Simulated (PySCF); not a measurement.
**CH3BNO− (SMILES N#C[BH2-]O) at B3LYP/6-31G (preoptimised minimum)**

Aim: an optimisation with harmonic vibrations of CH3BNO−. Input form: a Python script.

The results are computed with PySCF 2.14.0.

1 further run of the same task is left out (set aside as unsound or not needed).

## (1) The molecule

CH3BNO− has 7 atoms, charge -1, and is taken as a singlet. SMILES: `N#C[BH2-]O`. The coordinates come from a GFN2-xTB symmetrised relaxation. This is one conformer, not always the lowest. The run starts from this shape.

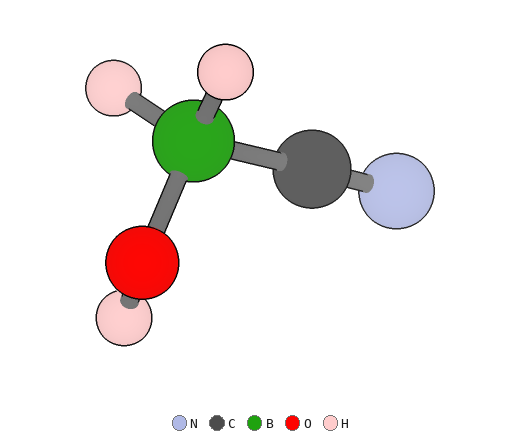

Viewed from a chosen angle; nitrogen light blue, carbon dark grey, boron green, oxygen red, hydrogen pink.

## (2) An optimisation with harmonic vibrations at B3LYP/6-31G (preoptimised minimum)

input.py

```python
import numpy
from pyscf import gto, dft, symm
from pyscf.hessian import thermo
from pyscf.geomopt.geometric_solver import kernel as optimise

system = gto.M(
    atom='''
N      0.747942    -3.035734     1.842570
C      0.752308    -1.078903     0.865544
B      0.761359     1.536043    -0.560595
O     -1.822747     2.097934    -1.630766
H      2.367456     1.364683    -2.253941
H      1.304882     3.204444     0.916963
H     -2.263714     0.696230    -2.683400
''',
    charge=-1,
    verbose=3,
    unit='bohr',
    basis='6-31g',
    max_memory=1860,
)

mf = dft.RKS(system, xc='b3lyp')
mf.grids.level = 4
mf.conv_tol = 1e-10
converged, mol_eq = optimise(mf, maxsteps=60, convergence_set='GAU_TIGHT')
print('converged:', converged)
print(mol_eq.tostring())

mf.reset(mol_eq)
system = mol_eq
mf.kernel()
if not mf.converged:
    mf = mf.newton().run(mf.mo_coeff, mf.mo_occ)
energy = mf.e_tot
print('E(%s) = %.9f' % ('B3LYP', energy))
hess = mf.Hessian().kernel()
modes = thermo.harmonic_analysis(system, hess)
print('frequencies (1/cm)', numpy.round(modes['freq_wavenumber'], 1))
symm.geom.TOLERANCE = 1e-3  # for the symmetry number
th = thermo.thermo(mf, modes['freq_au'], 298.15, 101325)
thermo.dump_thermo(system, th)
```

Started as:

```sh
OMP_NUM_THREADS=1 python input.py
```

Standard output:

```text
convergence_set           GAU_TIGHT
[... 35 lines left out ...]
> Will converge when all 5 criteria are reached:
[... 29 lines left out ...]
Step    0 : Gradient = 2.910e-02/5.611e-02 (rms/max) Energy = -194.7427645608
[... 37 lines left out ...]
converged SCF energy = -194.745467430078
[... 49 lines left out ...]
converged SCF energy = -194.745500188632
[... 49 lines left out ...]
converged SCF energy = -194.745511884146
[... 49 lines left out ...]
converged SCF energy = -194.745513223519
[... 49 lines left out ...]
converged SCF energy = -194.745513237346
[... 49 lines left out ...]
converged SCF energy = -194.745513236547
[... 38 lines left out ...]
Converged! =D
[... 9 lines left out ...]
converged SCF energy = -194.745513239171
[... 17 lines left out ...]
Gibbs free energy [Eh] -194.72953
```

Run time: 2 min. Hardware: 1 thread of Arm Neoverse V1, shared host; peak memory 0.65 GiB.

## (3) Outcome

Level: B3LYP/6-31G (preoptimised minimum).

```
                                                 quantity             value
                                             total energy     -194.74551 Eh
                                              HOMO energy          -1.31 eV
                                              LUMO energy           6.01 eV
    HOMO–LUMO gap (to an unbound level, set by the basis)           7.32 eV
                               lowest harmonic wavenumber          179 cm⁻¹
                              highest harmonic wavenumber         3619 cm⁻¹
                                        zero-point energy      112.4 kJ/mol
ideal-gas entropy at 298.15 K (symmetry number 1 as used)  68.6 cal/(mol K)
```

**Reading.** At the final geometry: Bond lengths: N1–C2 1.182 Å, C2–B3 1.614 Å, B3–O4 1.516 Å, B3–H5 1.238 Å, B3–H6 1.223 Å, O4–H7 0.978 Å. Angles: N1–C2–B3 178.3°, C2–B3–O4 111.5°, C2–B3–H5 105.9°, C2–B3–H6 108.0°, O4–B3–H5 113.4°, O4–B3–H6 108.2°, B3–O4–H7 110.1°, H5–B3–H6 109.7°. All 15 modes are real, so the shape is a minimum at this level. Mulliken charges run from -0.71 on O4 to +0.29 on H7.
